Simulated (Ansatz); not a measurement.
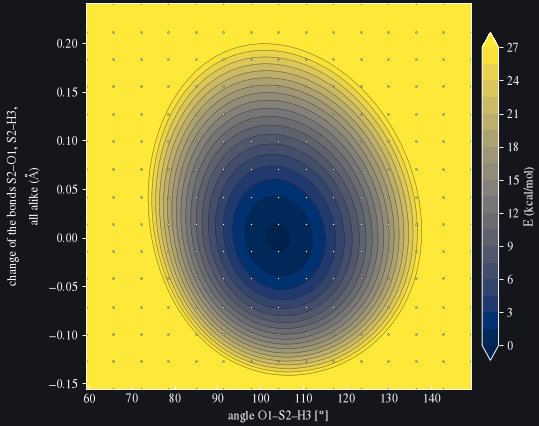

HOS, SMILES O=[SH+], charge +1. Coordinates scanned: (1) angle O1–S2–H3; (2) change of the bonds S2–O1, S2–H3, all alike. Nothing is relaxed (all other coordinates rigid). Grid: 15 × 15 points. Points are written as (first, second). All energies are given in kcal/mol relative to the lowest grid point. The calculation used RKS B3LYP-D4/def2-TZVP (Ansatz).

Drawn: filled contours, dots at the grid points, one colour for all values above the top of the scale. Between grid points the surface is interpolated.

Question: Where is the minimum, and how stiff is the well along each coordinate?

Answer: The interpolated minimum is at angle O1–S2–H3 ≈ 104.2°, the second coordinate ≈ 0.000 Å. The curvatures there are about 7.8 eV/rad² and 88 eV/Å², with a cross term of about 2 eV/(rad·Å). Round the minimum the two coordinates are weakly coupled (coupling 0.09 in units of the two stiffnesses). (1 eV is 23.1 kcal/mol.)
